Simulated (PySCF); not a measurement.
**C3H6O2 (glycidol) at BP86/6-31G(d) (spherical functions)**

Aim: the vertical ionisation energy of C3H6O2 (glycidol) at BP86/6-31G* (spherical functions), from 2 runs. 

Program for the calculation: PySCF 2.14.0.

2 further runs of the same task are left out: 1 that didn't finish, 1 set aside as unsound or not needed.

**1. The molecule**

The species is C3H6O2 (11 atoms), meant as a singlet with charge 0. As SMILES, `OCC1CO1`. The shape is that of a PBE0-D4/def2-TZVP optimisation. This is a higher conformer, about 13 kJ/mol above the lowest found by a separate search.

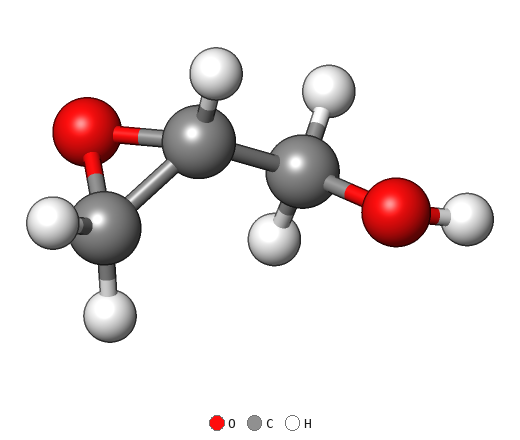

Viewed from a chosen angle; oxygen red, carbon grey, hydrogen white.

**2. A single-point energy at BP86/6-31G(d) (spherical functions)**

File mol.xyz:

```xyz
11
C3H6O2
O     -1.768800     0.140800    -0.697900
C     -0.917600    -0.298900     0.338700
C      0.336100     0.517700     0.274600
C      1.510600     0.042200    -0.443700
O      1.446200    -0.015200     0.973800
H     -2.628900    -0.268100    -0.583400
H     -0.652800    -1.359600     0.233600
H     -1.384400    -0.163200     1.324000
H      0.196400     1.591900     0.385000
H      2.221400     0.758500    -0.846900
H      1.467100    -0.919200    -0.949800
```

File run.py:

```python
from pyscf import gto, dft

mol = gto.M(
    atom='mol.xyz',
    verbose=3,
    spin=0,
    max_memory=1860,
    basis='6-31g*',
)

mf = dft.RKS(mol, xc='bp86')
mf.conv_tol = 1e-10
mf.grids.level = 4
mf.kernel()
if not mf.converged:
    mf = mf.newton().run(mf.mo_coeff, mf.mo_occ)

etot = mf.e_tot
print('E = %.10f Eh' % etot)
```

Command:

```console
$ OMP_NUM_THREADS=1 python run.py
```

What it wrote:

```text
converged SCF energy = -268.301726702868
E = -268.3017267029 Eh
```

Wall time 16 s (1 thread of Arm Neoverse V2, shared host); peak memory 0.41 GiB.

**3. The doublet cation at the same level**

File run.py:

```python
from pyscf import gto, dft

mol = gto.M(
    atom=[
    ('O', (-1.768800, 0.140800, -0.697900)),
    ('C', (-0.917600, -0.298900, 0.338700)),
    ('C', (0.336100, 0.517700, 0.274600)),
    ('C', (1.510600, 0.042200, -0.443700)),
    ('O', (1.446200, -0.015200, 0.973800)),
    ('H', (-2.628900, -0.268100, -0.583400)),
    ('H', (-0.652800, -1.359600, 0.233600)),
    ('H', (-1.384400, -0.163200, 1.324000)),
    ('H', (0.196400, 1.591900, 0.385000)),
    ('H', (2.221400, 0.758500, -0.846900)),
    ('H', (1.467100, -0.919200, -0.949800)),
],
    charge=1,
    spin=1,
    basis='6-31g*',
    max_memory=1860,
    verbose=4,
)

calc0 = dft.UKS(mol)
calc0.xc = 'bp86'
calc0.grids.level = 4
calc0.conv_tol = 1e-10
calc0.kernel()
if not calc0.converged:
    calc0 = calc0.newton().run(calc0.mo_coeff, calc0.mo_occ)

e_final = calc0.e_tot
print('E = %.10f Eh' % e_final)
```

Command:

```console
$ OMP_NUM_THREADS=1 python run.py
```

What it wrote:

```text
PySCF version 2.14.0

[... 61 lines left out ...]
WARN: HOMO -0.338400771883614 >= LUMO -0.338400771883615
[... 79 lines left out ...]
SCF not converged.
SCF energy = -267.956957444054 after 50 cycles  <S^2> = 0.75138024  2S+1 = 2.0013798
[... 57 lines left out ...]
converged SCF energy = -267.956957445368  <S^2> = 0.75138026  2S+1 = 2.0013798
E = -267.9569574454 Eh
```

Wall time 1.8 min (1 thread of Arm Neoverse V2, shared host); peak memory 0.62 GiB.

**4. Results**

At BP86/6-31G* (spherical functions):

```
                                          quantity          value
                      singlet C3H6O2: total energy  -268.30173 Eh
                     singlet C3H6O2: dipole moment         1.64 D
                       singlet C3H6O2: HOMO energy       -5.94 eV
                       singlet C3H6O2: LUMO energy        1.00 eV
                     singlet C3H6O2: HOMO–LUMO gap        6.94 eV
                      doublet cation: total energy  -267.95696 Eh
doublet cation: HOMO energy (highest over α and β)      -12.87 eV
 doublet cation: LUMO energy (lowest over α and β)      -12.77 eV
                              doublet cation: ⟨S²⟩          0.751
vertical ionisation energy (to the doublet cation)       9.382 eV
```

Removing an electron at fixed nuclei costs 9.38 eV (216 kcal/mol). −ε(HOMO) before ionisation, 5.94 eV, is 3.44 eV below this ionisation energy.
